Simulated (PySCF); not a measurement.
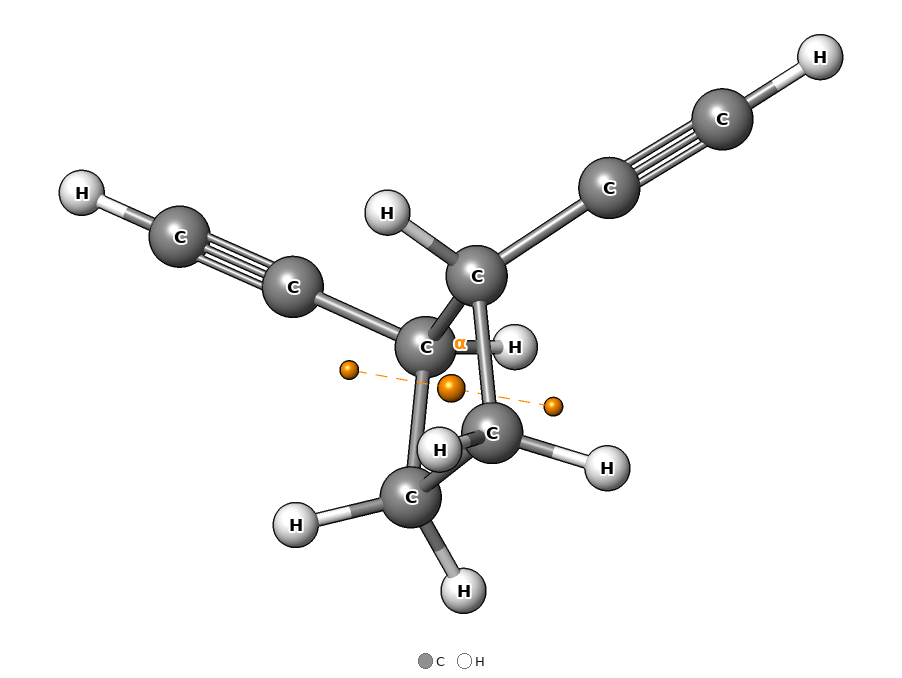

The small points mark where nucleus-independent chemical shifts (NICS) were computed: at the centre of each lettered ring and 1 Å above and below it. The geometry was computed by an optimisation with GFN2-xTB. No frequency run is at hand to confirm it as a minimum. Level of theory: GIAO PBE0/pcSseg-1 NMR shielding, non-relativistic, gas phase (PySCF 2.14.0).

Give NICS(0), NICS(1) and the out-of-plane component NICS(1)zz for each ring (means of the two sides).

| ring | members | NICS(0) | NICS(1) | NICS(1)zz |
| --- | --- | --- | --- | --- |
| α | C4 | −0.8 | −0.6 | 4.3 |

Values in ppm.
